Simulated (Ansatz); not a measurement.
**SiH4O + CH4: a complex and its separated parts**

The complex below is one end of an elementary step. How strongly is it bound against its free parts?

Program: Ansatz 0.2.0, Gaussian basis. Level of theory: PBE0-D4/def2-TZVP structures, single points in def2-TZVPP, no counterpoise correction. These are calculated values, not measurements.

Levels: SPW92, PBE-D4, BLYP-D4, r2SCAN-D4, B97M-V, PBE0-D4, B3LYP-D4, r2SCAN0-D4, BHLYP-D4, CAM-B3LYP-D4, wB97X-V, wB97M-V, B2PLYP, PBE-QIDH, RPA on PBE, Hartree-Fock, MP2, CCSD, CCSD(T).

Cores are frozen in the correlated methods. B3LYP uses VWN-RPA correlation. B2PLYP carries no dispersion term here.

21 further runs of the same task are left out: 21 set aside as unsound or not needed.

### Step 1. Starting geometry

The complex: 11 atoms, charge 0, spin multiplicity 1.

Atoms are counted from 1 here; the program's logs count them from 0.

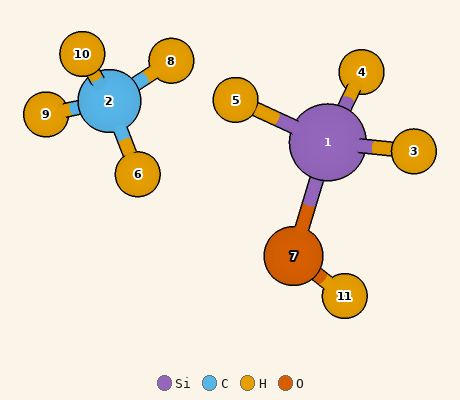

Start geometry, drawn with silicon purple, carbon blue, hydrogen amber, oxygen orange; atoms are numbered from 1 in the order of the file.

Coordinates:

```xyz
11
charge 0, multiplicity 1
Si   -1.0565    1.1554   -0.8606
C     1.0937   -1.1089    1.3762
H    -1.9496    2.0425   -1.6561
H    -1.9133    0.2023   -0.1037
H    -0.2501    1.9654    0.0797
H     1.2405   -0.9045    0.3159
O     0.0252    0.3698   -1.8264
H     0.1210   -1.5775    1.5261
H     1.8768   -1.7780    1.7323
H     1.1349   -0.1742    1.9354
H    -0.3227   -0.1925   -2.5191
```

Its parts: SiH4O holds atoms 1, 3, 4, 5, 7, 11; CH4 holds atoms 2, 6, 8, 9, 10. Each part counts its atoms afresh in its own runs.

### Step 2. Relaxing SiH4O alone

relax-a/in.yaml reads:

```yaml
crystal:
  periodic: [false, false, false]
  atoms:
    - {symbol: Si, position_ang: [-1.056513, 1.155363, -0.860613]}
    - {symbol: H, position_ang: [-1.949646, 2.042509, -1.656139]}
    - {symbol: H, position_ang: [-1.913347, 0.202259, -0.103683]}
    - {symbol: H, position_ang: [-0.250071, 1.965439, 0.079732]}
    - {symbol: O, position_ang: [0.025223, 0.369830, -1.826360]}
    - {symbol: H, position_ang: [-0.322732, -0.192450, -2.519109]}
basis:
  gaussian: {orbitals: def2-TZVP}
hamiltonian: {xc: pbe0, dispersion: d4}
relax: {f_tol: 0.005, max_steps: 200}
```

No record of the launch command was kept for these runs.

Output, shortened:

```text
Functional definition: PBE0
  name "PBE0"
  cite "Adamo & Barone, J. Chem. Phys. 110, 6158 (1999) doi:10.1063/1.478522"
  cite "Perdew, Burke & Ernzerhof, Phys. Rev. Lett. 77, 3865 (1996) doi:10.1103/PhysRevLett.77.3865"
  parent pbe
[...]
595 factors; their error is unknown
[...]
mean field -9986.23318401 eV, -366.9873006002 hartree, gradient 4.1e-5 eV, S^2 0.000000; 0 other end points of the search recorded, 0 dependent functions left out
[...]
reference -9986.23320938 eV, -366.9873015328 hartree; 13, 13 occupied and 79, 79 virtual orbitals, 595 factors
relax step   1: F+E_penalty+E_count = -9986.28617829 eV  Δ(F+E_penalty+E_count) = +0.000e0 eV  max|allowed force component| = 5.378e-2 eV/Å  Δτ_max = 0.0000 Å  (22 SCF iters, accepted)
[...]
relax step   4: F+E_penalty+E_count = -9986.28628126 eV  Δ(F+E_penalty+E_count) = -1.791e-5 eV  max|allowed force component| = 5.798e-3 eV/Å  Δτ_max = 0.0067 Å  (28 SCF iters, accepted)
[...]
relax step   5: F+E_penalty+E_count = -9986.28628721 eV  Δ(F+E_penalty+E_count) = -5.950e-6 eV  max|allowed force component| = 8.238e-4 eV/Å  Δτ_max = 0.0023 Å  (21 SCF iters, accepted)
595 factors; their error is unknown
mean field -9986.23328836 eV, -366.9873044353 hartree, gradient 1.7e-5 eV, S^2 0.000000; 1 other end points of the search recorded, 0 dependent functions left out
[...]
reference -9986.23331373 eV, -366.9873053677 hartree; 13, 13 occupied and 79, 79 virtual orbitals, 595 factors
Total energy: -9986.28631258 eV, -366.9892530394 hartree
Atom 0 at    -1.056861     1.157361    -0.863772 Å, force     0.000050     0.000039    -0.000025 eV/Å
Atom 1 at    -1.953102     2.048045    -1.651438 Å, force    -0.000113     0.000140    -0.000120 eV/Å
Atom 2 at    -1.912029     0.200841    -0.108305 Å, force    -0.000054    -0.000208    -0.000030 eV/Å
Atom 3 at    -0.249469     1.963392     0.079719 Å, force     0.000105     0.000037     0.000103 eV/Å
Atom 4 at     0.024594     0.374610    -1.829739 Å, force    -0.000172    -0.000448    -0.000752 eV/Å
Atom 5 at    -0.320219    -0.201299    -2.512637 Å, force     0.000184     0.000440     0.000824 eV/Å
Dipole moment:    -0.193664    -0.133842    -0.155943 e Å
```

It took 2.9 s on 4 threads, shared host; peak memory 0.14 GiB.

The steps of the relaxation:

```
step  energy from step 1 (eV)  largest force component (eV/Å)
   1                   0.0000                          0.0538
   2                  -0.0001                          0.0195
   3                  -0.0001                          0.0100
   4                  -0.0001                          0.0058
   5                  -0.0001                          0.0008
```

Close pairs (by a distance rule), those that changed most:

```csv
bond,before (Å),after (Å),change (Å)
Si1–O5,1.649,1.648,-0.001
Si1–H3,1.488,1.489,+0.000
Si1–H4,1.480,1.480,+0.000
Si1–H2,1.489,1.489,-0.000
O5–H6,0.958,0.958,-0.000
```

### Step 3. Relaxing CH4 alone

relax-b/in.yaml reads:

```yaml
crystal:
  periodic: [false, false, false]
  atoms:
    - {symbol: C, position_ang: [1.093705, -1.108874, 1.376195]}
    - {symbol: H, position_ang: [1.240533, -0.904480, 0.315886]}
    - {symbol: H, position_ang: [0.121000, -1.577488, 1.526126]}
    - {symbol: H, position_ang: [1.876763, -1.777996, 1.732340]}
    - {symbol: H, position_ang: [1.134886, -0.174213, 1.935424]}
basis:
  gaussian: {orbitals: def2-TZVP}
hamiltonian: {xc: pbe0, dispersion: d4}
relax: {f_tol: 0.005, max_steps: 200}
```

Output, shortened:

```text
[... 5 set-up lines as earlier in the session ...]
[...]
356 factors; their error is unknown
[...]
mean field -1101.35635659 eV, -40.4740995785 hartree, gradient 3.9e-5 eV, S^2 0.000000; 0 other end points of the search recorded, 0 dependent functions left out
[...]
reference -1101.35637649 eV, -40.4741003100 hartree; 5, 5 occupied and 50, 50 virtual orbitals, 356 factors
relax step   1: F+E_penalty+E_count = -1101.37544736 eV  Δ(F+E_penalty+E_count) = +0.000e0 eV  max|allowed force component| = 2.592e-2 eV/Å  Δτ_max = 0.0000 Å  (19 SCF iters, accepted)
[...]
356 factors; their error is unknown
[...]
mean field -1101.35639252 eV, -40.4741008988 hartree, gradient 2.2e-5 eV, S^2 0.000000; 1 other end points of the search recorded, 0 dependent functions left out
[...]
reference -1101.35641242 eV, -40.4741016302 hartree; 5, 5 occupied and 50, 50 virtual orbitals, 356 factors
Total energy: -1101.37550261 eV, -40.4748031817 hartree
Atom 0 at     1.093378    -1.108611     1.377192 Å, force    -0.000019     0.000014     0.000055 eV/Å
Atom 1 at     1.240747    -0.905401     0.316843 Å, force     0.000011    -0.000022     0.000012 eV/Å
Atom 2 at     0.120950    -1.577387     1.525465 Å, force     0.000013     0.000014    -0.000016 eV/Å
Atom 3 at     1.877012    -1.777956     1.731093 Å, force     0.000001     0.000011    -0.000036 eV/Å
Atom 4 at     1.134799    -0.173695     1.935377 Å, force    -0.000005    -0.000017    -0.000015 eV/Å
Dipole moment:    -0.000000     0.000000     0.000001 e Å
```

Run time: 0.75 s. Hardware: 4 threads, shared host.

Relaxation path:

| step | energy from step 1 (eV) | largest force component (eV/Å) |
| --- | --- | --- |
| 1 | 0.0000 | 0.0259 |
| 2 | 0.0000 | 0.0118 |
| 3 | 0.0000 | 0.0001 |

Distances of close pairs at the start and the end, largest changes first:

```csv
bond,before (Å),after (Å),change (Å)
C1–H3,1.090,1.090,-0.000
C1–H5,1.090,1.090,-0.000
C1–H4,1.090,1.090,-0.000
C1–H2,1.090,1.090,-0.000
```

### Step 4. wB97M-V/def2-TZVPP

parta/in.yaml reads:

```yaml
crystal:
  periodic: [false, false, false]
  atoms:
    - {symbol: Si, position_ang: [-1.056861, 1.157361, -0.863772]}
    - {symbol: H, position_ang: [-1.953102, 2.048045, -1.651438]}
    - {symbol: H, position_ang: [-1.912029, 0.200841, -0.108305]}
    - {symbol: H, position_ang: [-0.249469, 1.963392, 0.079719]}
    - {symbol: O, position_ang: [0.024594, 0.374610, -1.829739]}
    - {symbol: H, position_ang: [-0.320219, -0.201299, -2.512637]}
basis:
  gaussian: {orbitals: def2-TZVPP}
hamiltonian: {xc: {name: wB97M-V}}
```

partb/in.yaml reads:

```yaml
crystal:
  periodic: [false, false, false]
  atoms:
    - {symbol: C, position_ang: [1.093378, -1.108611, 1.377192]}
    - {symbol: H, position_ang: [1.240747, -0.905401, 0.316843]}
    - {symbol: H, position_ang: [0.120950, -1.577387, 1.525465]}
    - {symbol: H, position_ang: [1.877012, -1.777956, 1.731093]}
    - {symbol: H, position_ang: [1.134799, -0.173695, 1.935377]}
basis:
  gaussian: {orbitals: def2-TZVPP}
hamiltonian: {xc: {name: wB97M-V}}
```

Output in parta, shortened:

```text
Functional definition: wB97M-V
  name "wB97M-V"
  cite "Mardirossian & Head-Gordon, J. Chem. Phys. 144, 214110 (2016) doi:10.1063/1.4952647"
  cite "Becke, J. Chem. Phys. 107, 8554 (1997) doi:10.1063/1.475007"
  cite "Vydrov & Van Voorhis, J. Chem. Phys. 133, 244103 (2010) doi:10.1063/1.3521275"
  # Of w^i u^j: cxij and so on, Table III.
[...]
  gx(w, u) = 1 - cx + cx01*u + cx10*w
  gss(w, u) = css00 + css04*u^4 + css10*w + css20*w^2 + css43*w^4*u^3
  gos(w, u) = cos00 + cos10*w + (cos20 + cos21*u)*w^2 + (cos60 + cos61*u)*w^6
[...]
      + integral(e_c_pw_mod_opposite_spin*gos(b97_w_opposite, b97_u_opposite)) + vv10(b, c)
678 factors; their error is unknown
163 factors; integrals over basis functions are off by at most 1.4e-5 eV
[...]
mean field -9990.45389627 eV, -367.1424089151 hartree, gradient 4.2e-5 eV, S^2 0.000000; 0 other end points of the search recorded, 0 dependent functions left out
reference -9990.45393844 eV, -367.1424104647 hartree; 13, 13 occupied and 116, 116 virtual orbitals, 678 factors
Total energy: -9990.45393844 eV, -367.1424104647 hartree
```

partb printed, shortened:

```text
[... 5 set-up lines as earlier in the session ...]
  # Of w^i u^j: cxij and so on, Table III.
[...]
  gx(w, u) = 1 - cx + cx01*u + cx10*w
  gss(w, u) = css00 + css04*u^4 + css10*w + css20*w^2 + css43*w^4*u^3
  gos(w, u) = cos00 + cos10*w + (cos20 + cos21*u)*w^2 + (cos60 + cos61*u)*w^6
[...]
      + integral(e_c_pw_mod_opposite_spin*gos(b97_w_opposite, b97_u_opposite)) + vv10(b, c)
416 factors; their error is unknown
123 factors; integrals over basis functions are off by at most 1.3e-5 eV
[...]
mean field -1101.86517552 eV, -40.4927983292 hartree, gradient 1.9e-5 eV, S^2 0.000000; 0 other end points of the search recorded, 0 dependent functions left out
reference -1101.86520806 eV, -40.4927995252 hartree; 5, 5 occupied and 82, 82 virtual orbitals, 416 factors
Total energy: -1101.86520806 eV, -40.4927995252 hartree
```

Wall times: 1.8 s (parta), 0.75 s (partb) on 4 threads, shared host; peak memory 0.24 GiB.

### Step 5. CCSD(T)/def2-TZVPP

Each input of step 4 (parta, partb) changes in the same lines:

```diff
-hamiltonian: {xc: {name: wB97M-V}}
+correlation: {method: ccsd_t}
```

Output in parta, shortened:

```text
Functional definition: HF
  name "HF"
  cite "Fock, Z. Phys. 61, 126 (1930) doi:10.1007/BF01340294"
[... 1 set-up line as earlier in the session ...]
[...]
746 factors; integrals over basis functions are off by at most 5.8e-4 eV
[...]
mean field -9965.09466455 eV, -366.2104743386 hartree, gradient 2.3e-6 eV, S^2 0.000000; 0 other end points of the search recorded, 0 dependent functions left out
6 core orbitals not correlated: weight in the atoms' cores, before any rotation towards them, 1.000 or more for the frozen orbitals, at most 0.000 for the correlated occupied ones
reference -9965.09466455 eV, -366.2104743386 hartree; 7, 7 occupied and 116, 116 virtual orbitals, 746 factors
second order -10.23319983 eV of doubles, -0.00000000 eV of singles
cycle   1  -10.56894745 eV  change   -3.4e-1 eV  update   6.9e-2
[...]
cycle   9  -10.90279104 eV  change   -3.9e-6 eV  update   8.1e-6
perturbative correction -0.32822149 eV, -0.0120619174 hartree
Total energy: -9976.32567709 eV, -366.6232064366 hartree
```

Log of partb, shortened:

```text
[... 4 set-up lines as earlier in the session ...]
[...]
482 factors; integrals over basis functions are off by at most 8.4e-4 eV
[...]
mean field -1094.28756613 eV, -40.2143263207 hartree, gradient 9.6e-7 eV, S^2 0.000000; 0 other end points of the search recorded, 0 dependent functions left out
1 core orbitals not correlated: weight in the atoms' cores, before any rotation towards them, 1.000 or more for the frozen orbitals, at most 0.000 for the correlated occupied ones
reference -1094.28756613 eV, -40.2143263207 hartree; 4, 4 occupied and 82, 82 virtual orbitals, 482 factors
second order -5.38053076 eV of doubles, -0.00000000 eV of singles
cycle   1  -5.77368446 eV  change   -3.9e-1 eV  update   4.2e-2
[...]
cycle   8  -5.93358111 eV  change   -3.0e-7 eV  update   1.3e-6
perturbative correction -0.16938473 eV, -0.0062247740 hartree
Total energy: -1100.39053197 eV, -40.4386061785 hartree
```

Wall times: 2.6 s (parta), 0.4 s (partb) on 4 threads, shared host; peak memory 0.6 GiB.

### Step 6. Vibrations of SiH4O

vib-parta/in.yaml reads:

```yaml
crystal:
  periodic: [false, false, false]
  atoms:
    - {symbol: Si, position_ang: [-1.056861, 1.157361, -0.863772]}
    - {symbol: H, position_ang: [-1.953102, 2.048045, -1.651438]}
    - {symbol: H, position_ang: [-1.912029, 0.200841, -0.108305]}
    - {symbol: H, position_ang: [-0.249469, 1.963392, 0.079719]}
    - {symbol: O, position_ang: [0.024594, 0.374610, -1.829739]}
    - {symbol: H, position_ang: [-0.320219, -0.201299, -2.512637]}
basis:
  gaussian: {orbitals: def2-TZVP}
hamiltonian: {xc: pbe0, dispersion: d4}
phonons: {temperatures: {t_min: 298.15, t_max: 900, t_step: 200}}
```

Output, shortened:

```text
[... 5 set-up lines as earlier in the session ...]
[...]
595 factors; their error is unknown
[...]
mean field -9986.23328827 eV, -366.9873044321 hartree, gradient 4.1e-5 eV, S^2 0.000000; 0 other end points of the search recorded, 0 dependent functions left out
[...]
reference -9986.23331364 eV, -366.9873053644 hartree; 13, 13 occupied and 79, 79 virtual orbitals, 595 factors
[... from here to the last solve, the lines of the solves are left out (35 solves) ...]
595 factors; their error is unknown
mean field -9986.23319740 eV, -366.9873010926 hartree, gradient 2.4e-6 eV, S^2 0.000000; 0 other end points of the search recorded, 0 dependent functions left out
[...]
reference -9986.23322278 eV, -366.9873020253 hartree; 13, 13 occupied and 79, 79 virtual orbitals, 595 factors
Total energy: -9986.28631249 eV, -366.9892530360 hartree
Atom 0 at    -1.056861     1.157361    -0.863772 Å, force     0.000060     0.000046    -0.000029 eV/Å
Atom 1 at    -1.953102     2.048045    -1.651438 Å, force    -0.000109     0.000139    -0.000117 eV/Å
Atom 2 at    -1.912029     0.200841    -0.108305 Å, force    -0.000060    -0.000214    -0.000026 eV/Å
Atom 3 at    -0.249469     1.963392     0.079719 Å, force     0.000102     0.000034     0.000097 eV/Å
Atom 4 at     0.024594     0.374610    -1.829739 Å, force    -0.000156    -0.000411    -0.000711 eV/Å
Atom 5 at    -0.320219    -0.201299    -2.512637 Å, force     0.000164     0.000406     0.000786 eV/Å
Dipole moment:    -0.193664    -0.133843    -0.155943 e Å
Vibrations: 196.87 679.83 719.11 847.75 907.94 946.75 967.03 993.22 2208.60 2213.64 2260.56 3930.63 cm⁻¹, zero-point energy 1.045927 eV
```

Run time: 12 s. Hardware: 4 threads, shared host; peak memory 0.13 GiB.

The modes, with what each moves most:

```
mode  wavenumber (cm⁻¹)               character
   1                197                 torsion
   2                680                    bend
   3                719                    bend
   4                848  bend with Si–O stretch
   5                908  bend with Si–O stretch
   6                947       bend with torsion
   7                967       bend with torsion
   8                993                    bend
   9               2209            Si–H stretch
  10               2214            Si–H stretch
  11               2261            Si–H stretch
  12               3931             O–H stretch
```

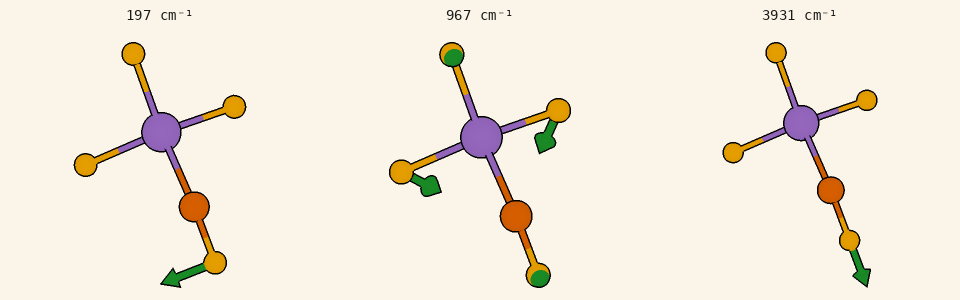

Displacements of 3 modes, as arrows.

Vibrational sums (real modes only):

```csv
T (K),entropy (J/mol/K),heat capacity (J/mol/K)
298,14.2,24.4
498,32.0,45.2
698,49.6,58.7
898,65.6,68.0
```

### Step 7. Vibrations of CH4

vib-partb/in.yaml reads:

```yaml
crystal:
  periodic: [false, false, false]
  atoms:
    - {symbol: C, position_ang: [1.093378, -1.108611, 1.377192]}
    - {symbol: H, position_ang: [1.240747, -0.905401, 0.316843]}
    - {symbol: H, position_ang: [0.120950, -1.577387, 1.525465]}
    - {symbol: H, position_ang: [1.877012, -1.777956, 1.731093]}
    - {symbol: H, position_ang: [1.134799, -0.173695, 1.935377]}
basis:
  gaussian: {orbitals: def2-TZVP}
hamiltonian: {xc: pbe0, dispersion: d4}
phonons: {temperatures: {t_min: 298.15, t_max: 900, t_step: 200}}
```

Output, shortened:

```text
[... 5 set-up lines as earlier in the session ...]
[...]
356 factors; their error is unknown
[...]
mean field -1101.35639252 eV, -40.4741008988 hartree, gradient 1.7e-5 eV, S^2 0.000000; 0 other end points of the search recorded, 0 dependent functions left out
[...]
reference -1101.35641242 eV, -40.4741016302 hartree; 5, 5 occupied and 50, 50 virtual orbitals, 356 factors
[...]
356 factors; their error is unknown
[...]
mean field -1101.35622577 eV, -40.4740947709 hartree, gradient 1.5e-6 eV, S^2 0.000000; 0 other end points of the search recorded, 0 dependent functions left out
[...]
reference -1101.35624567 eV, -40.4740955023 hartree; 5, 5 occupied and 50, 50 virtual orbitals, 356 factors
[...]
356 factors; their error is unknown
mean field -1101.35633594 eV, -40.4740988197 hartree, gradient 1.4e-6 eV, S^2 0.000000; 0 other end points of the search recorded, 0 dependent functions left out
[...]
reference -1101.35635585 eV, -40.4740995512 hartree; 5, 5 occupied and 50, 50 virtual orbitals, 356 factors
Total energy: -1101.37550261 eV, -40.4748031817 hartree
Atom 0 at     1.093378    -1.108611     1.377192 Å, force    -0.000050     0.000025     0.000038 eV/Å
Atom 1 at     1.240747    -0.905401     0.316843 Å, force     0.000022    -0.000019     0.000011 eV/Å
Atom 2 at     0.120950    -1.577387     1.525465 Å, force     0.000024     0.000010    -0.000005 eV/Å
Atom 3 at     1.877012    -1.777956     1.731093 Å, force     0.000003     0.000006    -0.000030 eV/Å
Atom 4 at     1.134799    -0.173695     1.935377 Å, force     0.000001    -0.000022    -0.000014 eV/Å
Dipole moment:    -0.000001     0.000000     0.000001 e Å
Vibrations: 1326.40 1326.40 1326.43 1551.04 1551.07 3046.92 3167.79 3167.79 3167.80 cm⁻¹, zero-point energy 1.217007 eV
```

It took 1.4 s on 4 threads, shared host.

The modes, with what each moves most:

```
mode  wavenumber (cm⁻¹)    character
   1               1326         bend
   2               1326         bend
   3               1326         bend
   4               1551         bend
   5               1551         bend
   6               3047  C–H stretch
   7               3168  C–H stretch
   8               3168  C–H stretch
   9               3168  C–H stretch
```

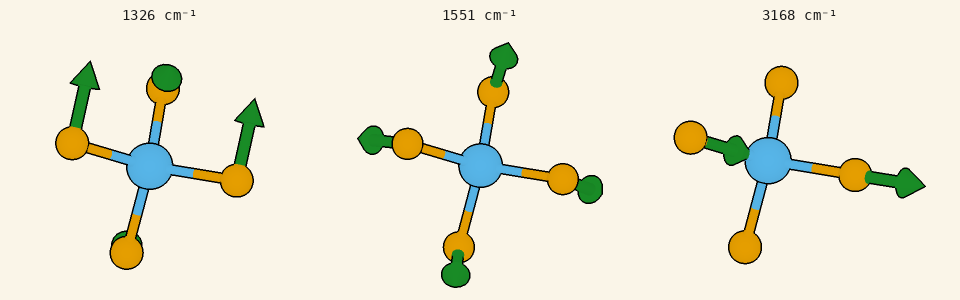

How the atoms move in 3 of the modes.

Vibrational sums (real modes only):

| T (K) | entropy (J/mol/K) | heat capacity (J/mol/K) |
| --- | --- | --- |
| 298 | 0.4 | 2.2 |
| 498 | 3.7 | 12.5 |
| 698 | 9.8 | 23.6 |
| 898 | 16.9 | 33.1 |

### Step 8. Complex less separated parts

The complex's own energies come from single points at the same levels. Levels not printed above were run the same way.

Rows are in def2-TZVPP; times add the 3 runs of a level on a shared host, so small differences are noise.

Differences are taken before rounding.

| method | rung | complex less parts (kJ/mol) | from CCSD(T) (kJ/mol) | time |
| --- | --- | --- | --- | --- |
| SPW92 | LDA | -7.9 | -3.8 | 1.2 s |
| PBE-D4 | GGA | -5.9 | -1.8 | 1.9 s |
| BLYP-D4 | GGA | -4.6 | -0.5 | 2.1 s |
| r2SCAN-D4 | meta-GGA | -4.4 | -0.3 | 4.1 s |
| B97M-V | meta-GGA | -4.5 | -0.4 | 8.3 s |
| PBE0-D4 | hybrid | -5.3 | -1.2 | 2.4 s |
| B3LYP-D4 | hybrid | -4.9 | -0.8 | 2.4 s |
| r2SCAN0-D4 | hybrid | -4.5 | -0.4 | 4.4 s |
| BHLYP-D4 | hybrid | -5.2 | -1.1 | 2.3 s |
| CAM-B3LYP-D4 | range-separated hybrid | -5.1 | -1.0 | 2.6 s |
| wB97X-V | range-separated hybrid | -4.8 | -0.7 | 6.6 s |
| wB97M-V | range-separated hybrid | -4.5 | -0.5 | 7.1 s |
| B2PLYP | double hybrid | -1.1 | +3.0 | 3.9 s |
| PBE-QIDH | double hybrid | -2.5 | +1.6 | 4.1 s |
| RPA on PBE | RPA | -3.3 | +0.8 | 4.1 s |
| Hartree-Fock | wavefunction | 2.0 | +6.1 |  |
| MP2 | wavefunction | -3.9 | +0.2 |  |
| CCSD | wavefunction | -3.3 | +0.8 |  |
| CCSD(T) | wavefunction | -4.1 | 0 | 44 s |

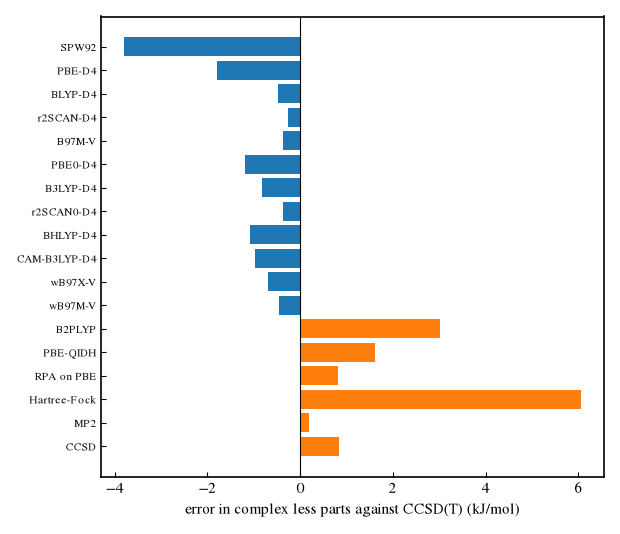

Error of each method against CCSD(T).

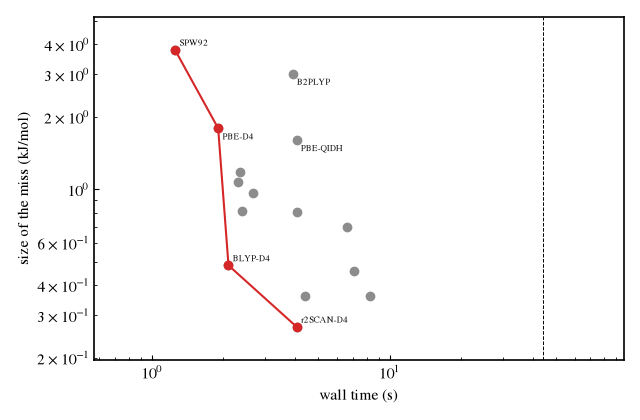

Miss against cost. Red marks the levels that no quicker level drawn beats (of those quicker than the yardstick), and the dashed line is the time of CCSD(T). Only those levels and the largest misses are named. Times are from a shared host.

r2SCAN-D4 reaches 0.3 kJ/mol from the reference in 4.1 s, where CCSD(T) took 44 s; the quickest level in the cost chart, SPW92, takes 1.2 s and misses by 3.8 kJ/mol.

The complex's zero-point energy, from a separate PBE0-D4 run, is 2.289 eV.

### Step 9. Summary of results

| quantity | value |
| --- | --- |
| complex less parts, CCSD(T)/def2-TZVPP | -4.1 kJ/mol |
| with zero-point energy | -1.6 kJ/mol |
| largest T1 diagnostic | 0.011 |

In words: At CCSD(T) the complex lies 4.1 kJ/mol below its parts. The functionals run from r2SCAN-D4, off by -0.3 kJ/mol, to SPW92, off by -3.8 kJ/mol, against CCSD(T). Mean unsigned error by rung: LDA 3.8, GGA 1.1, meta-GGA 0.3, hybrid 0.9, range-separated hybrid 0.7, double hybrid 2.3 kJ/mol. PBE-D4 gives a relative energy 1.8 kJ/mol too low, an error of 44 % of the reference. No counterpoise was applied, and triple zeta lacks some correlation, so the CCSD(T) reference has a basis error of its own, and close matches with it are partly luck.
